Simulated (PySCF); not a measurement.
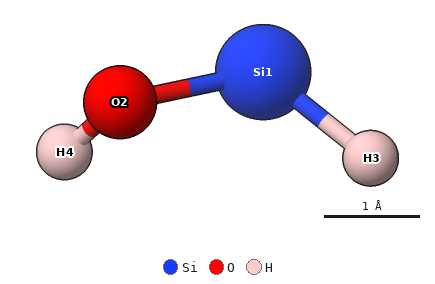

Figure 1. The structure (ball-and-stick view, seen at a tilt; atoms are numbered from 1 in the order of the input). Bond lengths as drawn: H–O 0.96 Å, H–Si 1.51 Å and O–Si 1.67 Å.

**Run report: SiH₂O, EPR calculation**

System: SiH₂O, multiplicity 3, SMILES O[SiH].
Method: UKS BHandHLYP, IGLO-III on O Si, pcH-1 on H, non-relativistic, mean-field spin-orbit, GIAO (PySCF 2.14.0).

## Output
```
UKS, coarse grid
  cycle   1  E = -365.76497446  |g| = 4.60e-01
  cycle   2  E = -365.69461114  |g| = 6.45e-01
  cycle   3  E = -365.84696273  |g| = 3.68e-02
  cycle   4  E = -365.84787124  |g| = 9.30e-03
  cycle   5  E = -365.84798447  |g| = 2.66e-03
  cycle   6  E = -365.84800568  |g| = 1.10e-03
  cycle   7  E = -365.84800987  |g| = 3.92e-04
UKS, final grid
  cycle   1  E = -365.84799026  |g| = 2.19e-04
  cycle   2  E = -365.84799036  |g| = 1.44e-04
  cycle   3  E = -365.84799039  |g| = 1.18e-04
  cycle   4  E = -365.84799041  |g| = 1.57e-05
  cycle   5  E = -365.84799041  |g| = 2.85e-06
internal stability: stable
E = -365.84799041 Eh   <S^2> = 2.0043 (exact 2.0000)
g shifts (ppm)      1          2          3
  rmc          -145       -145       -145
  gc             37         18         28
  oz_so       -2084         43        285
  total       -2192        -84        167
hyperfine (MHz)  atom isotope    a_iso     a_fc   dipolar eigenvalues
    0  29Si    -568.66    -570.07    -78.04     -4.60     82.63
    1   17O     -31.21     -31.17    -17.34      3.97     13.37
    2    1H     186.99     186.98     -7.46      0.75      6.71
    3    1H      20.01      19.99     -8.03     -3.67     11.70
zero-field splitting (cm-1)  D = -0.2055  E = -0.0420  (spin-spin -0.1768, spin-orbit -0.3670)
```

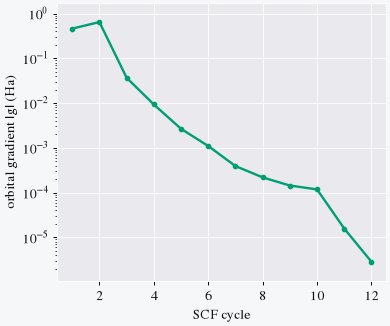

Figure 2. Convergence of the self-consistent field: orbital gradient |g| against the SCF cycle. All cycles printed in the log are drawn one after another.

This output came from the following input.

## Input
```
{"job": {"kind": "epr", "xc": "BHandHLYP"}, "charge": 0, "multiplicity": 3}
Si     0.652417     0.556545    -0.049089
O     -0.876826     0.052294     0.411276
H      1.743670    -0.480140    -0.052283
H     -1.469270    -0.168421    -0.315911
```

The first line tells a small driver script what to run in PySCF; the rest is the geometry in Å.

Launched with:
```bash
OMP_NUM_THREADS=1 python <driver script> task.json out
```

## Summary

- outcome: converged
- total energy: −365.847990 hartree
- ⟨S²⟩: 2.004
- isotropic g: 2.0016
- hardware: 1 CPU thread, shared host
- wall time: 8.3 s
- peak memory: 0.3 GiB
